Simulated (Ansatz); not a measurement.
Consider CH$_{3}$AlFNS.

Input file:

```
crystal:
  periodic: [false, false, false]
  atoms:
    - {symbol: F, position_ang: [0.023133, 1.401600, 1.720484]}
    - {symbol: C, position_ang: [0.355955, 1.039304, 0.415300]}
    - {symbol: N, position_ang: [1.177344, -0.150596, 0.335449]}
    - {symbol: Al, position_ang: [-0.347244, -0.562243, -0.380139]}
    - {symbol: S, position_ang: [-1.466365, -2.187218, -1.270618]}
    - {symbol: H, position_ang: [0.750270, 1.943163, -0.053044]}
    - {symbol: H, position_ang: [2.130766, -0.146440, 0.665275]}
    - {symbol: H, position_ang: [-2.531758, -1.394770, -1.488606]}
basis:
  gaussian: {orbitals: def2-TZVPP}
hamiltonian: {xc: pbe0, dispersion: d4}
output: {orbitals: {seedname: orbitals}}
```

Command:

```sh
ansatz run in.yaml --threads 2 --pin off --events-out ev --progress --plain --max-ram 4352MiB
```

Geometry: PBE0-D4/def2-TZVP.

Computed with RKS PBE0-D4/def2-TZVPP in Ansatz 0.2.0.

**What will maps of the electron density and electron localisation function show?**

C–N (1.45 Å): ρ at the midpoint is about 1.9 e/Å³; the ELF peaks at about 0.90 between the atoms, as expected for a covalent bond.
Al–N (1.73 Å): ρ is about 0.83 e/Å³ halfway; the ELF peaks at about 0.80 in the valence shell of N, 0.6 Å from its nucleus, and is about 0.40 at the midpoint.
C–Al (1.92 Å): ρ is about 0.66 e/Å³ halfway; the ELF peaks at about 0.80 in the valence shell of C, 0.7 Å from its nucleus, and is about 0.55 at the midpoint.
Al–S (2.16 Å): ρ at the midpoint is about 0.7 e/Å³; the ELF peaks at about 0.90 in the valence shell of S, 1.0 Å from its nucleus, and is about 0.90 at the midpoint.

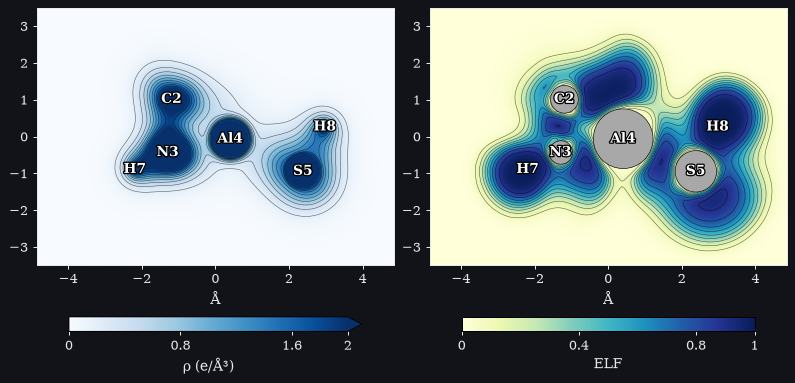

Computed electron density and electron localisation function on the plane of atoms C2, Al4 and N3, in this order. Grey discs cover the atomic cores in the ELF map. 
